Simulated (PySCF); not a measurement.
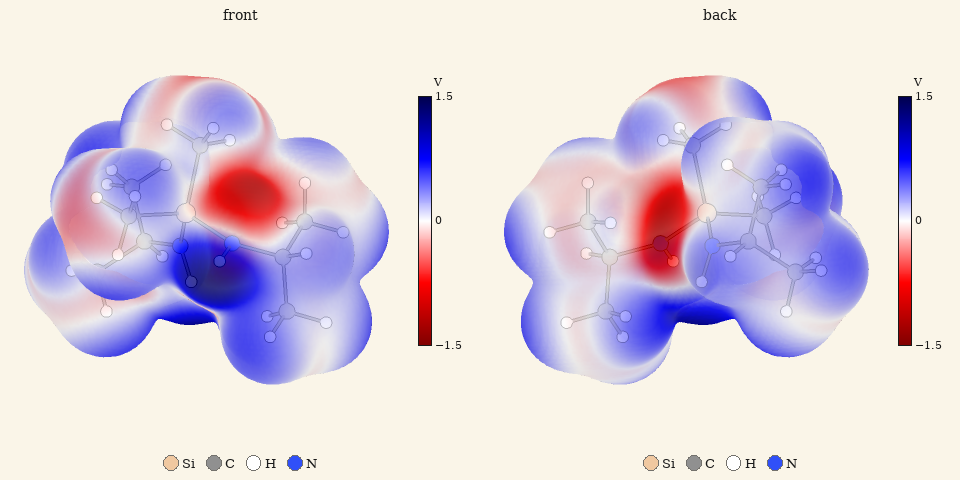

*C8H22N2Si (SiMe2(NHiPr)2). The molecular electrostatic potential painted on the density surface at 0.002 e/bohr³, seen from the front and from behind; the colour scale runs from red (negative) to blue (positive).*

Geometry: PBE0-D3(BJ)/def2-SVP.

All numbers below come from PBE0/pcSseg-1, SCF density, gas phase, non-relativistic in PySCF 2.14.0.

```csv
atom,x (Å),y (Å),z (Å)
Si,0.5642,0.6004,0.3835
C,0.3177,0.5380,2.2466
H,0.4090,1.5574,2.6539
H,1.0793,-0.0873,2.7362
H,-0.6710,0.1448,2.5243
C,2.3719,1.0244,0.0638
H,2.5921,1.0730,-1.0146
H,3.0320,0.2584,0.5014
H,2.6445,1.9912,0.5176
N,-0.3261,1.8842,-0.3777
C,-1.7525,2.0713,-0.5774
C,-2.5585,1.3754,0.5095
C,-2.2042,1.6173,-1.9657
H,0.2330,2.5010,-0.9564
H,-1.9687,3.1551,-0.5016
H,-2.3610,0.2908,0.4974
H,-3.6361,1.5277,0.3499
H,-2.2993,1.7640,1.5049
H,-2.0966,0.5252,-2.0691
H,-3.2604,1.8714,-2.1509
H,-1.5984,2.0941,-2.7522
N,0.0253,-0.8881,-0.3667
C,0.5098,-2.2523,-0.2462
C,0.8959,-2.5890,1.1857
C,1.6639,-2.5448,-1.2049
H,-0.3153,-0.7021,-1.3059
H,-0.3238,-2.9289,-0.5181
H,1.7647,-1.9960,1.5150
H,1.1742,-3.6499,1.2689
H,0.0648,-2.3921,1.8779
H,2.5385,-1.9205,-0.9600
H,1.9709,-3.6022,-1.1597
H,1.3762,-2.3237,-2.2450
```

Question: Which sites attract a positive test charge, and which a negative one?

Answer: A positive charge is drawn to the negative regions and a negative charge to the positive ones. The most negative region (about −1.1 V, or −25 kcal/mol for a unit charge) lies over N10 and N22, the most positive (about +1.3 V, or +30 kcal/mol for a unit charge) over H14 and H26.

Question: What dipole moment does the calculation give?

Answer: Its dipole moment is 0.80 D.
